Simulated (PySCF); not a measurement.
# Core-level calculation, with input and output: Si₂H₅O₃ (charge −1)

System: Si₂H₅O₃, charge −1, SMILES [O-][SiH2]O[SiH2]O.
Method: delta-SCF UKS SCAN, aug-pcX-2 on the ionised atom, aug-pcseg-1 elsewhere, spin-free X2C (PySCF 2.14.0).

Figures and captions count atoms from 1; the log counts them from 0 in places.

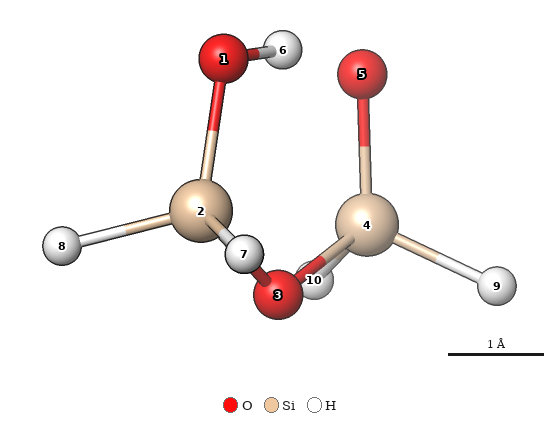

**Figure 1.** The input geometry (ball-and-stick view, seen at a tilt; atoms are numbered from 1 in the order of the input).

## Summary

```tsv
quantity	value
outcome	converged
hardware	1 CPU thread, shared host
wall time	59 s
peak memory	0.77 GiB
```

## Input file
```
{"job": {"kind": "xps", "holes": 5, "basis": "aug-pcX-2", "basis_other": "aug-pcseg-1"}, "charge": -1, "multiplicity": 1}
O     -0.257127     1.725523     0.618331
Si    -1.214043     0.404945     0.699712
O     -0.491642    -0.901212    -0.028489
Si     1.049671    -0.801021    -0.760036
O      1.630546     0.673501    -0.635868
H      0.613399     1.427737     0.093322
H     -1.539903     0.034205     2.126711
H     -2.552965     0.633340     0.039376
H      1.850678    -1.900165    -0.084689
H      0.822311    -1.320242    -2.168751
```

The first line tells a small driver script what to run in PySCF; the rest is the geometry in Å.

Command:
```bash
OMP_NUM_THREADS=1 python <driver script> task.json out
```

## Output
```
ground state, core basis on atom 0 (O), 206 functions
  cycle   1  E = -808.70290231  |g| = 1.36e+00
  cycle   2  E = -802.33846947  |g| = 4.02e+00
  cycle   3  E = -808.79742842  |g| = 1.05e+00
  cycle   4  E = -809.04134911  |g| = 2.40e-01
  cycle   5  E = -809.05035933  |g| = 2.11e-01
  cycle   6  E = -809.05947833  |g| = 3.81e-02
  cycle   7  E = -809.05957929  |g| = 3.28e-02
  cycle   8  E = -809.05977501  |g| = 2.87e-03
  cycle   9  E = -809.05977728  |g| = 8.12e-04
  cycle  10  E = -809.05977671  |g| = 3.42e-04
  E(ground) = -809.12976721 Eh
hole in O 1s of atom 0
[... 10 cycles left out ...]
  E(ion) = -789.56032303 Eh   <S^2> = 0.7628   hole on atom = 1.000   binding energy = 532.512 eV
ground state, core basis on atom 1 (Si), 217 functions
[... 8 cycles left out ...]
  E(ground) = -809.16708476 Eh
hole in Si 2p of atom 1
[... 10 cycles left out ...]
  E(ion) = -805.36772050 Eh   <S^2> = 0.7513   hole on atom = 1.003   binding energy = 103.386 eV
  2p3/2 = 103.146 eV   2p1/2 = 103.771 eV
ground state, core basis on atom 2 (O), 206 functions
[... 7 cycles left out ...]
  E(ground) = -809.13234446 Eh
hole in O 1s of atom 2
[... 10 cycles left out ...]
  E(ion) = -789.54652285 Eh   <S^2> = 0.7627   hole on atom = 1.000   binding energy = 532.957 eV
ground state, core basis on atom 3 (Si), 217 functions
[... 8 cycles left out ...]
  E(ground) = -809.16692747 Eh
hole in Si 2p of atom 3
[... 10 cycles left out ...]
  E(ion) = -805.39489295 Eh   <S^2> = 0.7514   hole on atom = 1.003   binding energy = 102.642 eV
  2p3/2 = 102.393 eV   2p1/2 = 103.019 eV
ground state, core basis on atom 4 (O), 206 functions
[... 7 cycles left out ...]
  E(ground) = -809.12891954 Eh
hole in O 1s of atom 4
  cycle   1  E = -788.70329779  |g| = 2.23e+00
  cycle   2  E = -788.26180863  |g| = 2.23e+00
  cycle   3  E = -789.49580713  |g| = 4.30e-01
  cycle   4  E = -789.50523020  |g| = 3.49e-01
  cycle   5  E = -789.55080060  |g| = 5.33e-02
  cycle   6  E = -789.55152601  |g| = 3.02e-02
  cycle   7  E = -789.55184432  |g| = 8.84e-03
  cycle   8  E = -789.55187789  |g| = 1.85e-03
  cycle   9  E = -789.55187887  |g| = 5.62e-04
  cycle  10  E = -789.55188040  |g| = 1.66e-04
  E(ion) = -789.62432975 Eh   <S^2> = 0.7640   hole on atom = 1.000   binding energy = 530.747 eV
```

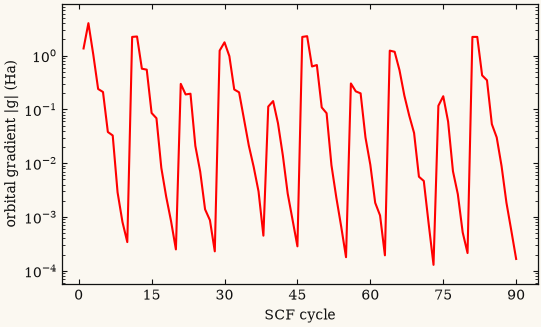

**Figure 2.** Convergence of the self-consistent field: orbital gradient |g| against the SCF cycle. All cycles printed in the log are drawn one after another.

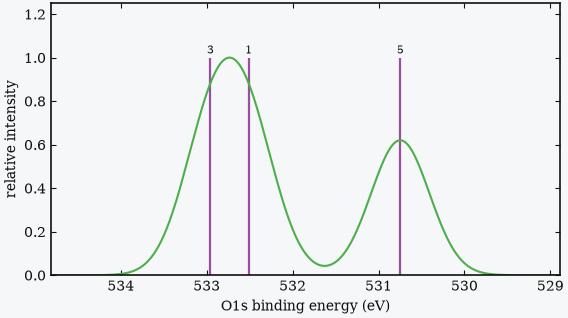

**Figure 3.** O1s binding energies by ΔSCF of the atoms computed, labelled by atom number, with a Gaussian envelope of 0.8 eV full width. They run from 530.75 eV (atom 5) to 532.96 eV (atom 3).
